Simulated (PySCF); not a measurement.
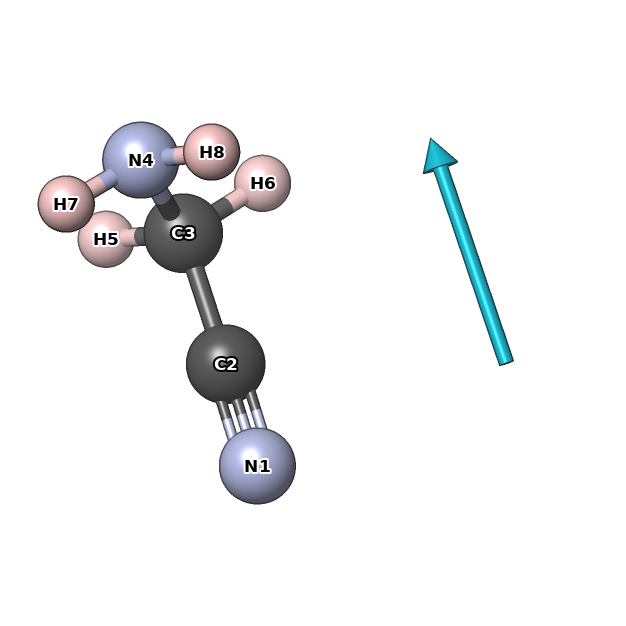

The arrow beside the molecule shows the direction of the dipole moment, from the negative to the positive end (its length means nothing). The geometry was computed by an optimisation with PBE0-D3(BJ)/def2-SVP. No frequency run is at hand to confirm it as a minimum. Level of theory: CAM-B3LYP/def2-SVPD in methanol (IEF-PCM) (PySCF 2.14.0).

Question: Estimate the dipole moment.

Answer: 3.38 D; it points from the side of N1 to the side of N4 (the outermost atoms at the two ends).
